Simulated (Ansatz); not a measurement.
The starting structures come from a database of crystals and need not be the phases stable at ambient conditions.

 Where the default PAW files enter, the runs use the earlier of Ansatz's two default sets.

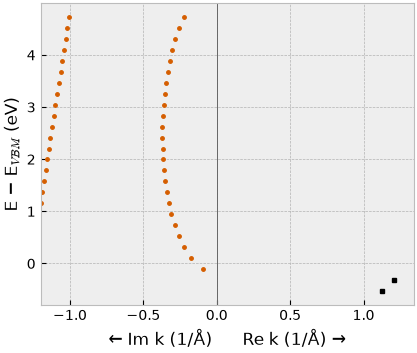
Fig. 1. Complex bands at the centre of the two-dimensional zone; r2SCAN run with Ansatz (an electronic-structure program)

The gap is the functional's own. No spin-orbit coupling. Mid-gap values are interpolated on the energy grid.

Task: This is NaH (Fm-3m, rock salt, not sure to be the ambient phase, 2 atoms a cell, 13.1 Å³ an atom) along the normal of (001). Read off the slowest decay at the centre of the two-dimensional zone at 2.21 eV, the computed energy nearest the middle of the gap.

Result: κ ≈ 0.37 1/Å, a decay length 1/(2κ) of the density of 1.4 Å.
